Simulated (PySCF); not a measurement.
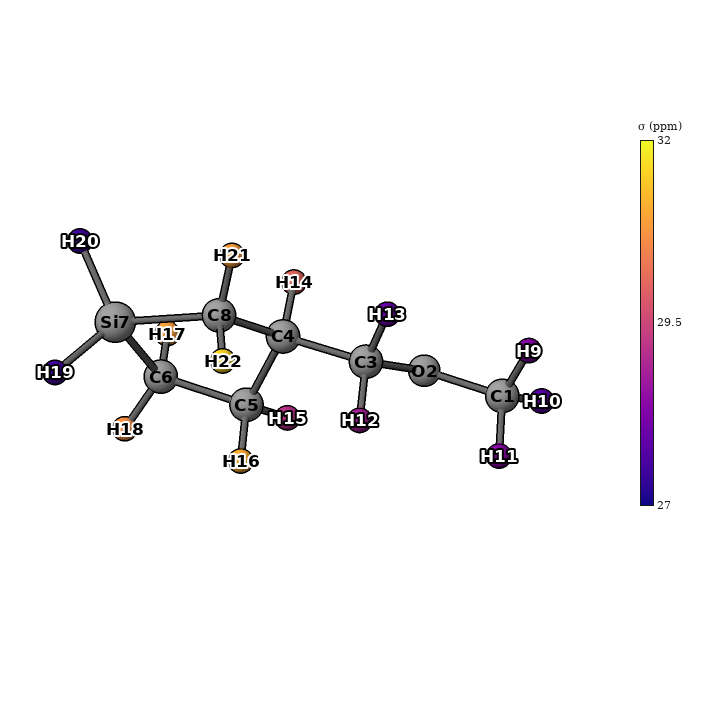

Atoms are coloured by their isotropic NMR shieldings (H only, the others grey). The computed structure is the end point of a GFN2-xTB optimisation. No frequency run is at hand to confirm it as a minimum. Properties computed with GIAO PBE0/pcSseg-1 NMR shielding, non-relativistic, gas phase (PySCF 2.14.0).

Question: Which H atom is the most shielded (lowest chemical shift)?

Answer: H22 (31.55 ppm).

Question: Which H atom is the least shielded (highest chemical shift)?

Answer: H20 (27.47 ppm).

Question: How wide is the range of H shifts?

Answer: 4.08 ppm.

List the isotropic NMR shieldings of the H atoms.

```tsv
atom	σ (ppm)
H9	28.36
H10	27.77
H11	28.40
H12	28.80
H13	28.00
H14	30.05
H15	29.15
H16	31.08
H17	30.89
H18	30.67
H19	27.54
H20	27.47
H21	30.88
H22	31.55
```

The geometry is semi-empirical. Around Si such bond lengths and angles can be off by a tenth of an ångström or more and by several degrees, and values that hang on the shape move with them.
